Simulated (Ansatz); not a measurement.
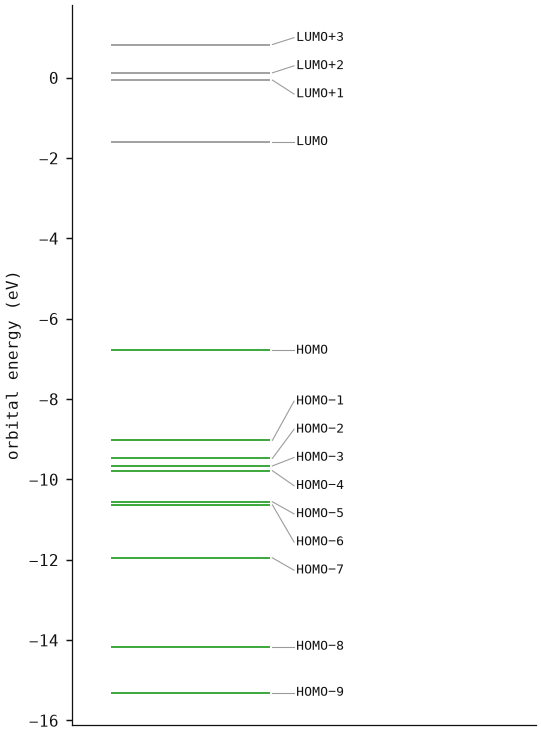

CH₇NSi₂, SMILES N=C([SiH3])[SiH3]. Kohn-Sham orbital energies near the frontier, B3LYP/def2-TZVPP with the Ansatz code, at a PBE0-D4/def2-TZVP geometry (a minimum by its frequencies), isolated molecule; empty levels in grey, levels within 0.03 eV side by side.

Question: Where do the frontier orbitals lie?

Answer: HOMO at −6.79 eV, LUMO at −1.60 eV, 5.19 eV apart.

Question: How far below the HOMO does the next level lie?

Answer: 2.24 eV.

Question: List the levels.

Answer:
```csv
orbital,energy (eV)
LUMO+3,0.83
LUMO+2,0.12
LUMO+1,−0.06
LUMO,−1.60
HOMO,−6.79
HOMO−1,−9.03
HOMO−2,−9.47
HOMO−3,−9.66
HOMO−4,−9.78
HOMO−5,−10.56
HOMO−6,−10.63
HOMO−7,−11.95
HOMO−8,−14.16
HOMO−9,−15.30
```

Caveats: empty levels above zero depend strongly on the basis.
